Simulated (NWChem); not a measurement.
**[HF2]− (SMILES F[H-]F): r2SCAN/jorge-DZP-DKH (DKH2)**

What is the solvation energy at fixed shape (SMD, chloroform) of [HF2]− at r2SCAN/jorge-DZP-DKH (DKH2)? 

Program for the calculation: NWChem 7.3.0.

1 further run of the same task is left out (set aside as unsound or not needed).

## (1) Starting point

[HF2]− has 3 atoms, charge -1, and is taken as a singlet. SMILES: `F[H-]F`. The shape is that of a PBE0-D4/def2-TZVPD optimisation.

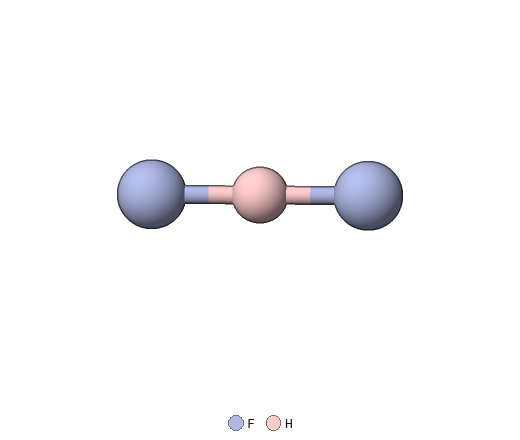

Viewed from a chosen angle; fluorine light blue, hydrogen pink.

## (2) Energy and gradient at r2SCAN/jorge-DZP-DKH (DKH2)

calc.nw

```
start calc
memory total 2200 mb
charge -1
geometry units angstroms noautosym nocenter noautoz
   F       -0.973200       0.344400      -0.491000
   H        0.000000       0.000000       0.000000
   F        0.973200      -0.344400       0.491000
end
basis spherical bse
   * library jorge-DZP-DKH
end
relativistic
   douglas-kroll dkh
end
dft
   xc r2scan
   grid medium
   convergence energy 1e-07
   direct
   mulliken
end
task dft gradient
```

The run is started by

```bash
$ nwchem calc.nw > calc.out
```

What it wrote:

```text
[...]
          Wavefunction type:  closed shell.
          No. of atoms     :     3
          No. of electrons :    20
[...]
          Charge           :    -1
          Spin multiplicity:     1
[...]
          AO basis - number of functions:    35
[...]
              XC Information
              --------------
                      r^2SCAN Method XC Functional
               r^2SCAN metaGGA Exchange Functional  1.000
                     r^2SCAN Correlation Potential  1.000
[...]
 d= 0,ls=0.0,diis     1   -200.4168610474 -2.27D+02  2.39D-02  1.19D+00     0.7
[...]
 d= 0,ls=0.0,diis     6   -200.4828682471 -2.63D-08  9.53D-07  7.18D-09     2.1
         Total DFT energy =     -200.482868247132
      One electron energy =     -341.178686989273
           Coulomb energy =      135.207275712431
    Exchange-Corr. energy =      -21.591584548681
 Nuclear repulsion energy =       27.080127578391
[...]
      Total Density - Mulliken Population Analysis
     ---------------------------------------------
    Atom       Charge   Shell Charges
 -----------   ------   -------------------------------------------------------
    1 F    9     9.66   0.96  1.01  0.87  1.08  4.01  1.72  0.00
    2 H    1     0.69   0.53  0.06  0.09
    3 F    9     9.66   0.96  1.01  0.87  1.08  4.01  1.72  0.00
[...]
  wavefunction    = closed shell
[...]
                         DFT ENERGY GRADIENTS
    atom               coordinates                        gradient
                 x          y          z           x          y          z
   1 F      -1.839081   0.650822  -0.927855    0.003736  -0.001322   0.001885
   2 H       0.000000   0.000000   0.000000    0.000000  -0.000000   0.000000
   3 F       1.839081  -0.650822   0.927855   -0.003736   0.001322  -0.001885
[...]
```

Run time: 4.2 s. Hardware: 1 thread of Intel Xeon Platinum 8488C (Sapphire Rapids), shared host; peak memory 0.12 GiB.

## (3) Energy and gradient at r2SCAN/jorge-DZP-DKH (DKH2, SMD chloroform)

m1.nw

```
start m1
title "F2H r2SCAN"
memory total 2200 mb
charge -1

geometry units angstroms noautosym nocenter noautoz
   F    -0.973200    0.344400   -0.491000
   H     0.000000    0.000000    0.000000
   F     0.973200   -0.344400    0.491000
end

basis spherical bse
   F library jorge-DZP-DKH
   H library jorge-DZP-DKH
end

relativistic
   douglas-kroll dkh
end

cosmo
   do_cosmo_smd true
   solvent chcl3
end

dft
   xc r2scan
   grid medium
   convergence energy 1e-07
   direct
   mulliken
end

task dft gradient
```

The run is started by

```bash
$ nwchem m1.nw > m1.out
```

What it wrote:

```text
[...]
          Wavefunction type:  closed shell.
          No. of atoms     :     3
          No. of electrons :    20
[...]
          Charge           :    -1
          Spin multiplicity:     1
[...]
          AO basis - number of functions:    35
[...]
              XC Information
              --------------
                      r^2SCAN Method XC Functional
               r^2SCAN metaGGA Exchange Functional  1.000
                     r^2SCAN Correlation Potential  1.000
[...]
 d= 0,ls=0.0,diis     1   -200.4168610474 -2.27D+02  2.39D-02  1.19D+00     0.9
[...]
 d= 0,ls=0.0,diis     4   -200.5759915002  3.55D-09  1.12D-06  2.53D-09     3.8
         Total DFT energy =     -200.575991500154
      One electron energy =     -345.005264265733
           Coulomb energy =      135.217913389729
    Exchange-Corr. energy =      -21.592356249673
 Nuclear repulsion energy =       27.080127578391
             COSMO energy =        3.723588047132
[...]
      Total Density - Mulliken Population Analysis
     ---------------------------------------------
    Atom       Charge   Shell Charges
 -----------   ------   -------------------------------------------------------
    1 F    9     9.66   0.96  1.01  0.87  1.08  4.01  1.72  0.00
    2 H    1     0.69   0.54  0.06  0.09
    3 F    9     9.66   0.96  1.01  0.87  1.08  4.01  1.72  0.00
[...]
  wavefunction    = closed shell
[...]
                         DFT ENERGY GRADIENTS
    atom               coordinates                        gradient
                 x          y          z           x          y          z
   1 F      -1.839081   0.650822  -0.927855    0.000080   0.000035   0.000091
   2 H       0.000000   0.000000   0.000000    0.000000  -0.000000   0.000000
   3 F       1.839081  -0.650822   0.927855   -0.000080  -0.000035  -0.000091
[...]
```

Wall time 7.2 s (1 thread of Intel Xeon Platinum 8488C (Sapphire Rapids), shared host); peak memory 0.11 GiB.

## (4) Results

At r2SCAN/jorge-DZP-DKH (DKH2):

```
                                                              quantity          value
                                               gas phase: total energy  -200.48287 Eh
                                                gas phase: HOMO energy       -0.02 eV
                                                gas phase: LUMO energy       11.42 eV
      gas phase: HOMO–LUMO gap (to an unbound level, set by the basis)       11.43 eV
                                   gas phase: largest force on an atom     0.226 eV/Å
                                         SMD, chloroform: total energy  -200.57599 Eh
                                          SMD, chloroform: HOMO energy       -5.20 eV
                                          SMD, chloroform: LUMO energy        6.33 eV
SMD, chloroform: HOMO–LUMO gap (to an unbound level, set by the basis)       11.52 eV
                           SMD, chloroform: solvent term in the energy  -244.5 kJ/mol
                             SMD, chloroform: largest force on an atom     0.006 eV/Å
                      energy change from gas to solvent at fixed shape      -2.534 eV
```

The solvent model (SMD, chloroform) lowers the energy by 2.53 eV (−244 kJ/mol) at the same shape.
